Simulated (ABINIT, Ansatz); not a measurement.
**Converging GW for Sr2MgH6 (P-3m1) in ABINIT**

What does each rung of G0W0 on Sr2MgH6 (P-3m1) cost, and what does it buy?

Program: ABINIT 10.8.3. Level of theory: PBEsol and many-body steps on it, plane waves. Results are calculated unless marked as measured.

**1. Starting point**

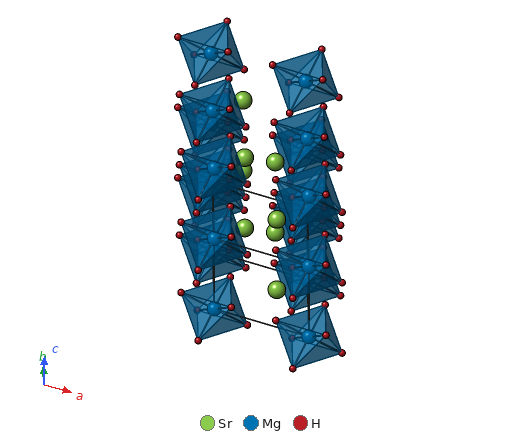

The starting structure, seen from a free direction (strontium green, magnesium blue, hydrogen red). 1×2×2 cells are drawn. Some periodic images of atoms are drawn too.

The cell and positions are those that the Materials Project relaxed with its own functionals (PBE, PBE+U or r2SCAN), kept fixed.

**2. Empty states on the mesh, 3×3×2 mesh, 212 bands**

This step: ABINIT 10.8.3; DFT, PBEsol, plane waves, norm-conserving pseudopotentials.

The sums over transitions need many empty states on a uniform mesh; this step solves for them.

File run.abi:

```
acell 3*1.0 Angstrom
rprim 
  5.475438295790 0.000000000002 0.000000000000
  -2.737719147897 4.741868661007 0.000000000000
  0.000000000000 0.000000000000 4.188467730000
ntypat 3
znucl 38 12 1
natom 9
typat 1 1 2 3 3 3 3 3 3
xred 
  0.666666666667 0.333333333333 0.263532570000
  0.333333333333 0.666666666667 0.736467430000
  0.000000000000 0.000000000000 0.000000000000
  0.823459443333 0.646918886667 0.765248350000
  0.823459443333 0.176540556667 0.765248350000
  0.353081113333 0.176540556667 0.765248350000
  0.176540556667 0.353081113333 0.234751650000
  0.176540556667 0.823459443333 0.234751650000
  0.646918886667 0.823459443333 0.234751650000
pp_dirpath "pseudos"
pseudos "Sr.upf, Mg.upf, H.upf"
ecut 38
ngkpt 3 3 2
nshiftk 1
shiftk 0 0 0
kptopt 1
chksymbreak 0
iscf -2
irdden 1
istwfk *1
nband 212
nbdbuf 18
tolwfr 1e-09
nstep 60
prtvol 0
indata_prefix "in"
outdata_prefix "out"
tmpdata_prefix "tmp"
```

Run with:

```sh
OMP_NUM_THREADS=1 mpirun -n 4 abinit run.abi > log
```

Numbers of over 12 decimals in the logs are rounded to 6 here.

What it wrote:

```text
.Version 10.8.3 of ABINIT. v10.8.2 released Aug 2026.

 Symmetries : space group P-3 m 1 (#164); Bravais hP (primitive hexag.)
[... echo of the input left out ...]
== DATASET  1 ==================================================================
-   mpi_nproc: 4, omp_nthreads: 1 (-1 if OMP is not activated)

--- !DatasetInfo
iteration_state: {dtset: 1, }
dimensions: {natom: 9, nkpt: 6, mband: 212, nsppol: 1, nspinor: 1, nspden: 1, mpw: 8238, }
cutoff_energies: {ecut:  38.0, pawecutdg:  -1.0, }
[...]
2.81535    2.83553    2.83553    2.85015    2.85319    2.85622    2.87863    2.87863
   2.88997    2.90110    2.90110    2.92163    2.92163    2.94883    2.94889    2.95037
   2.95107    2.96766    2.98359    2.99504
 prteigrs : prtvol=0 or 1, do not print more k-points.

== END DATASET(S) ==============================================================
================================================================================

 -outvars: echo values of variables after computation  --------
            nband         212
             nkpt           6
          spgroup         164
 [... the other variables as echoed above ...]

 Calculation completed.
```

The job ended after 2.3 min (4 MPI ranks of Arm Neoverse V1, shared host; peak memory 0.52 GiB; 9.2 min of CPU time).

Numbers from this step:

```
gap                                                           : 2.528 eV
k of the valence top                                          : 0.3333, 0.3333, 0
k of the conduction bottom                                    : 0, 0, 0
least direct gap                                              : 2.945 eV
k points computed                                             : 6
lowest point of the top converged band, above the valence top : 70.6386 eV
```

On this mesh the gap is 2.528 eV.

The density comes from a self-consistent run that is not shown.

**3. Screening, 3×3×2 mesh, 40 bands, screening to 62.6 eV**

The RPA dielectric matrix is built and inverted for each q.

This step: RPA screening on PBEsol, plane waves, norm-conserving pseudopotentials.

run.abi: that of step 2 with these lines changed.

```diff
@@ -27,10 +27,11 @@
 chksymbreak 0
-iscf -2
-irdden 1
 istwfk *1
-nband 212
-nbdbuf 18
-tolwfr 1e-09
-nstep 60
-prtvol 0
+occopt 1
+irdwfk 1
+optdriver 3
+nband 40
+ecuteps 2.3
+inclvkb 2
+awtr 1
+symchi 1
 indata_prefix "in"
```

What it wrote:

```text
.Version 10.8.3 of ABINIT. v10.8.2 released Aug 2026.

 Symmetries : space group P-3 m 1 (#164); Bravais hP (primitive hexag.)
[... echo of the input left out ...]
== DATASET  1 ==================================================================
-   mpi_nproc: 4, omp_nthreads: 1 (-1 if OMP is not activated)

--- !DatasetInfo
iteration_state: {dtset: 1, }
dimensions: {natom: 9, nkpt: 6, mband: 40, nsppol: 1, nspinor: 1, nspden: 1, mpw: 8238, }
cutoff_energies: {ecut:  38.0, pawecutdg:  -1.0, }
electrons: {nelect:   3.60000000E+01, charge:   0.00000000E+00, occopt:   1.00000000E+00, tsmear:   1.00000000E-02, }

 SCREENING: Calculation of the susceptibility and dielectric matrices

 Based on a program developped by R.W. Godby, V. Olevano, G. Onida, and L. Reining.
 Incorporated in ABINIT by V. Olevano, G.-M. Rignanese, and M. Torrent.
.Using double precision arithmetic ; gwpc =  8

[... cell and pseudopotentials left out ...]
--------------------------------------------------------------------------------

 ==== K-mesh for the wavefunctions ====
 Number of points in the irreducible wedge :     6
[... list of points left out ...]
 Together with 12 symmetry operations and time-reversal symmetry
 yields    18 points in the full Brillouin Zone.

 ==== Q-mesh for the screening function ====
 Number of points in the irreducible wedge :     6
[... list of points left out ...]
 Together with 12 symmetry operations and time-reversal symmetry
 yields    18 points in the full Brillouin Zone.

 setmesh: FFT mesh size selected  =    32x   32x   27
          total number of points  =        27648

 vcoul_init : cutoff-mode = AUXILIARY_FUNCTION
 q-points for optical limit:   1
     1)      0.000010    0.000020    0.000030

- screening: taking advantage of time-reversal symmetry
- Maximum band index for partially occupied states nbvw = 18
- Remaining bands to be divided among processors   nbcw = 22
- Number of bands treated by each node ~5

 Number of electrons calculated from density =   36.0000; Expected =   36.0000
 average of density, n =  0.049055
 r_s =    1.6946
 omega_plasma =   21.3647 [eV]

 calculating chi0 at frequencies [eV] :
  1    0.000000E+00    0.000000E+00
  2    0.000000E+00    2.136470E+01

--------------------------------------------------------------------------------
  q-point number  1        q = ( 0.000000, 0.000000, 0.000000) [r.l.u.]
--------------------------------------------------------------------------------
[... chi0 elements left out ...]
 For q-point:  0.000010 0.000020 0.000030
  dielectric constant =   5.6895
  dielectric constant without local fields =   6.3302

  Average fulfillment of the sum rule on Im[epsilon] for q-point    1 :     31.27  [%]
[... wings left out ...]
  q-point number  2        q = ( 0.333333, 0.000000, 0.000000) [r.l.u.]
--------------------------------------------------------------------------------
[... chi0 elements left out ...]
  Average fulfillment of the sum rule on Im[epsilon] for q-point    2 :     48.84  [%]

 [... 4 further q-points ...]
```

Run time: 9.6 s. Hardware: 4 MPI ranks; peak memory 0.91 GiB.

Numbers from this step:

* ε∞ with local fields, on this mesh, along the program's q direction: 5.689
* the same without local fields: 6.330
* plasma frequency: 21.36 eV
* plane waves in the screening matrix: 137

Local fields lower ε∞ by 10 %. On a Γ-centred mesh this coarse the value itself is usually too large, while a short band sum pulls it down.

**4. 40 bands, 62.6 eV**

The self-energy is evaluated for the states that the input lists, and the levels follow from it, in one-shot runs by the linearised quasiparticle equation.

This step: G0W0 on PBEsol, plane waves, norm-conserving pseudopotentials.

run.abi: that of step 3 with these lines changed.

```diff
@@ -30,8 +30,17 @@
 irdwfk 1
-optdriver 3
+optdriver 4
 nband 40
+gwcalctyp 0
+ecutsigx 38
+symsigma 1
+nkptgw 2
+kptgw 
+  0.3333333333 0.3333333333 0.0000000000
+  0.0000000000 0.0000000000 0.0000000000
+bdgw 
+  16 20
+  17 21
 ecuteps 2.3
-inclvkb 2
-awtr 1
-symchi 1
+irdscr 1
+ppmodel 1
 indata_prefix "in"
```

What it wrote:

```text
.Version 10.8.3 of ABINIT. v10.8.2 released Aug 2026.

 Symmetries : space group P-3 m 1 (#164); Bravais hP (primitive hexag.)
[... echo of the input left out ...]
== DATASET  1 ==================================================================
-   mpi_nproc: 4, omp_nthreads: 1 (-1 if OMP is not activated)

--- !DatasetInfo
iteration_state: {dtset: 1, }
dimensions: {natom: 9, nkpt: 6, mband: 40, nsppol: 1, nspinor: 1, nspden: 1, mpw: 8238, }
cutoff_energies: {ecut:  38.0, pawecutdg:  -1.0, }
electrons: {nelect:   3.60000000E+01, charge:   0.00000000E+00, occopt:   1.00000000E+00, tsmear:   1.00000000E-02, }

 SIGMA: Calculation of the GW corrections

 Based on a program developped by R.W. Godby, V. Olevano, G. Onida, and L. Reining.
 Incorporated in ABINIT by V. Olevano, G.-M. Rignanese, and M. Torrent.
.Using double precision arithmetic ; gwpc =  8

[... cell and pseudopotentials left out ...]
--------------------------------------------------------------------------------

 ==== K-mesh for the wavefunctions ====
 Number of points in the irreducible wedge :     6
[... list of points left out ...]
 Together with 12 symmetry operations and time-reversal symmetry
 yields    18 points in the full Brillouin Zone.

 ==== Q-mesh for screening function ====
 Number of points in the irreducible wedge :     6
[... list of points left out ...]
 Together with 12 symmetry operations and time-reversal symmetry
 yields    18 points in the full Brillouin Zone.

 vcoul_init : cutoff-mode = AUXILIARY_FUNCTION
 q-points for optical limit:   1
     1)      0.000010    0.000020    0.000030
 setmesh: FFT mesh size selected  =    50x   50x   45
          total number of points  =       112500

 Number of electrons calculated from density =   36.0000; Expected =   36.0000
 average of density, n =  0.049055
 r_s =    1.6946
 omega_plasma =   21.3647 [eV]

 === KS Band Gaps ===
  >>>> For spin  1
   Minimum direct gap =   2.9453 [eV], located at k-point      :   0.0000  0.0000  0.0000
   Fundamental gap    =   2.5285 [eV], Top of valence bands at :   0.3333  0.3333  0.0000
                                       Bottom of conduction at :   0.0000  0.0000  0.0000
 SIGMA fundamental parameters:
 PLASMON POLE MODEL  1
 number of plane-waves for SigmaX                 8175
 number of plane-waves for SigmaC and W            137
 number of plane-waves for wavefunctions          8175
 number of bands                                    40
 number of independent spin polarizations            1
 number of spinorial components                      1
 number of k-points in IBZ                           6
 number of q-points in IBZ                           6
 number of symmetry operations                      12
 number of k-points in BZ                           18
 number of q-points in BZ                           18
 number of frequencies for dSigma/dE                 9
 frequency step for dSigma/dE [eV]                0.25
 number of omega for Sigma on real axis              0
 max omega for Sigma on real axis  [eV]           0.00
 zcut for avoiding poles [eV]                     0.10

 EPSILON^-1 parameters (SCR file):
 dimension of the eps^-1 matrix on file            137
 dimension of the eps^-1 matrix used               137
 number of plane-waves for wavefunctions          8175
 number of bands                                    40
 number of q-points in IBZ                           6
 number of frequencies                               2
 number of real frequencies                          1
 number of imag frequencies                          1

 matrix elements of self-energy operator (all in [eV])

 Perturbative Calculation

--- !SelfEnergy_ee
iteration_state: {dtset: 1, }
kpoint     : [   0.333,    0.333,    0.000, ]
spin       : 1
KS_gap     :    3.206
QP_gap     :    5.187
Delta_QP_KS:    1.981
data: !SigmaeeData |
     Band     E0 <VxcDFT>   SigX SigC(E0)      Z dSigC/dE  Sig(E)    E-E0       E
       16   2.964 -10.869 -13.864   2.776   0.792  -0.263 -11.042  -0.173   2.791
       17   2.964 -10.869 -13.864   2.776   0.792  -0.263 -11.042  -0.173   2.791
       18   4.043 -11.281 -14.242   2.765   0.796  -0.257 -11.438  -0.156   3.887
       19   7.249  -9.681  -4.643  -2.843   0.831  -0.203  -7.857   1.825   9.074
       20   7.555  -9.972  -5.163  -2.665   0.831  -0.204  -8.191   1.781   9.336

--- !SelfEnergy_ee
iteration_state: {dtset: 1, }
kpoint     : [   0.000,    0.000,    0.000, ]
spin       : 1
KS_gap     :    2.945
QP_gap     :    4.623
Delta_QP_KS:    1.678
data: !SigmaeeData |
     Band     E0 <VxcDFT>   SigX SigC(E0)      Z dSigC/dE  Sig(E)    E-E0       E
       17   3.626 -11.090 -14.039   2.754   0.796  -0.256 -11.245  -0.155   3.471
       18   3.626 -11.090 -14.039   2.754   0.796  -0.256 -11.245  -0.155   3.471
       19   6.572  -9.174  -4.826  -2.526   0.835  -0.197  -7.651   1.523   8.094
       20   8.503 -10.516  -4.880  -3.105   0.824  -0.214  -8.431   2.085  10.589
       21   8.503 -10.516  -4.880  -3.105   0.824  -0.214  -8.431   2.085  10.589

== END DATASET(S) ==============================================================
================================================================================

 -outvars: echo values of variables after computation  --------
           etotal      0.0000000000E+00
            nband          40
             nkpt           6
          spgroup         164
 [... the other variables as echoed above ...]

 Calculation completed.
```

Run time: 4.6 s. Hardware: 4 MPI ranks; peak memory 0.67 GiB.

Numbers from this step:

* G0W0 gap on the points computed: 4.207 eV
* starting gap on the mesh: 2.528 eV
* k of the valence top: 0.3333, 0.3333, 0
* k of the conduction bottom: 0, 0, 0
* Z at the valence top: 0.796
* Z at the conduction bottom: 0.835
* least direct G0W0 gap on the computed points: 4.623 eV

The gap on the mesh goes from 2.53 eV to 4.21 eV, a correction of +1.68 eV.

**5. Screening, 3×3×2 mesh, 90 bands, screening to 114.3 eV**

This step: RPA screening on PBEsol, plane waves, norm-conserving pseudopotentials.

run.abi: that of step 4 with these lines changed.

```diff
@@ -30,17 +30,8 @@
 irdwfk 1
-optdriver 4
-nband 40
-gwcalctyp 0
-ecutsigx 38
-symsigma 1
-nkptgw 2
-kptgw 
-  0.3333333333 0.3333333333 0.0000000000
-  0.0000000000 0.0000000000 0.0000000000
-bdgw 
-  16 20
-  17 21
-ecuteps 2.3
-irdscr 1
-ppmodel 1
+optdriver 3
+nband 90
+ecuteps 4.2
+inclvkb 2
+awtr 1
+symchi 1
 indata_prefix "in"
```

What it wrote:

```text
.Version 10.8.3 of ABINIT. v10.8.2 released Aug 2026.

 Symmetries : space group P-3 m 1 (#164); Bravais hP (primitive hexag.)
[... echo of the input left out ...]
== DATASET  1 ==================================================================
-   mpi_nproc: 4, omp_nthreads: 1 (-1 if OMP is not activated)

--- !DatasetInfo
iteration_state: {dtset: 1, }
dimensions: {natom: 9, nkpt: 6, mband: 90, nsppol: 1, nspinor: 1, nspden: 1, mpw: 8238, }
cutoff_energies: {ecut:  38.0, pawecutdg:  -1.0, }
electrons: {nelect:   3.60000000E+01, charge:   0.00000000E+00, occopt:   1.00000000E+00, tsmear:   1.00000000E-02, }

 SCREENING: Calculation of the susceptibility and dielectric matrices

 Based on a program developped by R.W. Godby, V. Olevano, G. Onida, and L. Reining.
 Incorporated in ABINIT by V. Olevano, G.-M. Rignanese, and M. Torrent.
.Using double precision arithmetic ; gwpc =  8

[... cell and pseudopotentials left out ...]
--------------------------------------------------------------------------------

 ==== K-mesh for the wavefunctions ====
 Number of points in the irreducible wedge :     6
[... list of points left out ...]
 Together with 12 symmetry operations and time-reversal symmetry
 yields    18 points in the full Brillouin Zone.

 ==== Q-mesh for the screening function ====
 Number of points in the irreducible wedge :     6
[... list of points left out ...]
 Together with 12 symmetry operations and time-reversal symmetry
 yields    18 points in the full Brillouin Zone.

 setmesh: FFT mesh size selected  =    36x   36x   30
          total number of points  =        38880

 vcoul_init : cutoff-mode = AUXILIARY_FUNCTION
 q-points for optical limit:   1
     1)      0.000010    0.000020    0.000030

- screening: taking advantage of time-reversal symmetry
- Maximum band index for partially occupied states nbvw = 18
- Remaining bands to be divided among processors   nbcw = 72
- Number of bands treated by each node ~18

 Number of electrons calculated from density =   36.0000; Expected =   36.0000
 average of density, n =  0.049055
 r_s =    1.6946
 omega_plasma =   21.3647 [eV]

 calculating chi0 at frequencies [eV] :
  1    0.000000E+00    0.000000E+00
  2    0.000000E+00    2.136470E+01

--------------------------------------------------------------------------------
  q-point number  1        q = ( 0.000000, 0.000000, 0.000000) [r.l.u.]
--------------------------------------------------------------------------------
[... chi0 elements left out ...]
 For q-point:  0.000010 0.000020 0.000030
  dielectric constant =   5.7298
  dielectric constant without local fields =   6.3718

  Average fulfillment of the sum rule on Im[epsilon] for q-point    1 :     58.29  [%]
[... wings left out ...]
  q-point number  2        q = ( 0.333333, 0.000000, 0.000000) [r.l.u.]
--------------------------------------------------------------------------------
[... chi0 elements left out ...]
  Average fulfillment of the sum rule on Im[epsilon] for q-point    2 :     67.43  [%]

 [... 4 further q-points ...]
```

The job ended after 27 s (4 MPI ranks; peak memory 1.1 GiB; 1.8 min of CPU time).

This step gave:

```
ε∞ with local fields, on this mesh, along the program's q direction : 5.730
the same without local fields                                       : 6.372
plasma frequency                                                    : 21.36 eV
plane waves in the screening matrix                                 : 283
```

(Continued in part 2 of 2.)

[Paths, hosts, dates, memory and timing lines, banners, echoed tables and standing remarks are left out of the program output.]

[Logs are printed without paths, hosts, clocks, repeated set-up lines and the standing remarks that a program may print on its own settings, such as how far it seeks lower states.]

[Runs of the session that timed out or met a known fault of the program may be left out.]

[Hosts, paths, dates, database ids (printed as entryN), source tags and the programs' standing remarks are cut or masked in the printed files.]

[G0W0 gaps are taken among the corrected bands and points alone; a level outside them can change the order at an edge.]

[Where Ansatz stands beside ABINIT at settings called matched, ABINIT's density can come from a denser mesh and the files from another edition; pairs whose starting gaps differed by over 0.03 eV were left out, so agreement reads better than it is.]
